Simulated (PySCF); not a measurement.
# One shape, several levels: CH6Ge (methyl germane)

Aim: a comparison of 4 runs (B2PLYP/def2-SVPD, PBE/def2-SVPD, wB97X/def2-SVPD, CCSD(T)/def2-SVPD) of CH6Ge (methyl germane). Input form: a Python script.

The calculation is run with PySCF 2.14.0.

**1. The molecule**

CH6Ge has 8 atoms, charge 0, and is taken as a singlet. SMILES: `[CH3][GeH3]`. The shape is that of a PBE0-D4/def2-TZVP optimisation.

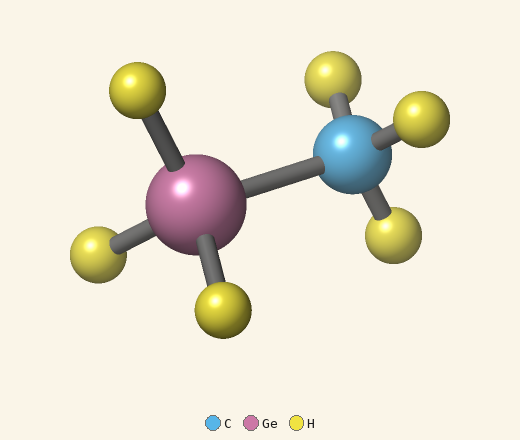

The structure, seen from a chosen angle (carbon blue, germanium pink, hydrogen yellow).

**2. The energy at B2PLYP/def2-SVPD (run 1)**

input.xyz reads:

```xyz
8
CH6Ge
C     -0.310900     0.190300    -0.971400
Ge     0.296900    -0.181900     0.846700
H     -1.380100     0.404200    -0.976500
H      0.218800     1.052200    -1.378400
H     -0.124600    -0.669400    -1.616000
H      0.030700     1.028200     1.760100
H      1.807100    -0.479600     0.857700
H     -0.445700    -1.401200     1.422100
```

calc.py reads:

```python
from pyscf import gto, dft, mp

system = gto.M(
    atom='input.xyz',
    verbose=3,
    max_memory=1860,
    spin=0,
    basis='def2-svpd',
)

mf = dft.RKS(system)
mf.xc = '0.53*HF + 0.47*B88, 0.73*LYP'
mf.conv_tol = 1e-10
mf.grids.level = 5
mf.kernel()
if not mf.converged:
    mf = mf.newton().run(mf.mo_coeff, mf.mo_occ)

pt = mp.MP2(mf, frozen=10).run()
etot = mf.e_tot + 0.27 * pt.e_corr
print('PT2 part  %.8f' % (0.27 * pt.e_corr))
print('Final energy', etot)
```

Launch:

```sh
$ OMP_NUM_THREADS=1 python calc.py
```

What it wrote:

```text
converged SCF energy = -2117.8552952956
E(RMP2) = -2118.34697858244  E_corr = -0.491683286840273
E(SCS-RMP2) = -2118.33836623947  E_corr = -0.48307094386438
PT2 part  -0.13275449
Final energy -2117.9880497830504
```

It took 19 s on 1 thread of Arm Neoverse V1, shared host; peak memory 0.55 GiB.

**3. A single-point energy at PBE/def2-SVPD (run 2)**

start.xyz reads:

```xyz
8

C     -0.310900     0.190300    -0.971400
Ge     0.296900    -0.181900     0.846700
H     -1.380100     0.404200    -0.976500
H      0.218800     1.052200    -1.378400
H     -0.124600    -0.669400    -1.616000
H      0.030700     1.028200     1.760100
H      1.807100    -0.479600     0.857700
H     -0.445700    -1.401200     1.422100
```

calc.py reads:

```python
# [CH3][GeH3]
from pyscf import gto, dft

molecule = gto.Mole()
molecule.atom = 'start.xyz'
molecule.max_memory = 1860
molecule.basis = 'def2-svpd'
molecule.verbose = 3
molecule.build()

ks = dft.RKS(molecule, xc='pbe')
ks.grids.level = 5
ks.conv_tol = 1e-10
ks.kernel()
if not ks.converged:
    ks = ks.newton().run(ks.mo_coeff, ks.mo_occ)

etot = ks.e_tot
print('Final energy', etot)
```

Launch:

```sh
$ OMP_NUM_THREADS=1 python calc.py
```

What it wrote:

```text
converged SCF energy = -2118.03245462461
Final energy -2118.032454624614
```

Run time: 20 s. Hardware: 1 thread of Arm Neoverse V1, shared host; peak memory 0.55 GiB.

Run 3 isn't shown in full; the table further down has it.

**4. A single-point energy at CCSD(T)/def2-SVPD (run 4)**

geometry.xyz reads:

```xyz
8
CH6Ge
C     -0.310900     0.190300    -0.971400
Ge     0.296900    -0.181900     0.846700
H     -1.380100     0.404200    -0.976500
H      0.218800     1.052200    -1.378400
H     -0.124600    -0.669400    -1.616000
H      0.030700     1.028200     1.760100
H      1.807100    -0.479600     0.857700
H     -0.445700    -1.401200     1.422100
```

job.py reads:

```python
# [CH3][GeH3]
from pyscf import gto, cc

mol = gto.Mole()
mol.atom = 'geometry.xyz'
mol.max_memory = 1860
mol.verbose = 3
mol.basis = 'def2-svpd'
mol.build()

mf = mol.RHF()
mf.conv_tol = 1e-10
mf.kernel()
if not mf.converged:
    mf = mf.newton().run(mf.mo_coeff, mf.mo_occ)

mycc = cc.CCSD(mf, frozen=10)
mycc.kernel()
e_t = mycc.ccsd_t()
e_final = mycc.e_tot + e_t
print('E = %.10f Eh' % e_final)
```

Launch:

```sh
$ OMP_NUM_THREADS=1 python job.py
```

What it wrote:

```text
converged SCF energy = -2116.43053065051
E(CCSD) = -2116.864418986599  E_corr = -0.4338883360886648
CCSD(T) correction = -0.012260538027605
E = -2116.8766795246 Eh
```

Wall time 64 s (1 thread of Arm Neoverse V1, shared host); peak memory 0.75 GiB.

**5. The series**

| run | level | frozen core orbitals | integration grid | energy (Eh) | dipole moment (D) of the reference | HOMO energy (eV) | LUMO energy (eV) | wall time |
| --- | --- | --- | --- | --- | --- | --- | --- | --- |
| 1 | B2PLYP/def2-SVPD | 10 | 5 | -2117.988050 | 0.69 | -10.05 | 1.04 | 19 s |
| 2 | PBE/def2-SVPD | – | 5 | -2118.032455 | 0.73 | -7.71 | -0.28 | 20 s |
| 3 | wB97X/def2-SVPD | – | 5 | -2118.453978 | 0.68 | -11.34 | 2.08 | 28 s |
| 4 | CCSD(T)/def2-SVPD | 10 | – | -2116.876680 | 0.69 | -11.96 | 2.21 | 64 s |

**6. Outcome**

| quantity | value |
| --- | --- |
| run 4: total energy | -2116.87668 Eh |
| run 4: dipole moment (Hartree–Fock density) | 0.69 D |
| run 4: HOMO energy (Hartree–Fock orbitals) | -11.96 eV |
| run 4: LUMO energy (Hartree–Fock orbitals) | 2.21 eV |
| run 4: HOMO–LUMO gap (Hartree–Fock orbitals) | 14.17 eV |
| run 4: correlation energy (10 core orbitals frozen) | -446.1 mEh |
| run 4: (T) correction | -12.26 mEh |
| run 4: T1 diagnostic | 0.009 |

**Reading.** Over runs 1, 2, 3 the dipole moment (its size) runs from 0.68 D (wB97X/def2-SVPD) to 0.73 D (PBE/def2-SVPD). Over runs 1, 2, 3 the HOMO–LUMO gap runs from 7.42 eV (PBE/def2-SVPD) to 13.42 eV (wB97X/def2-SVPD). Totals of different functionals can't be ranked against each other. All runs together took 2.2 min, the longest 64 s.
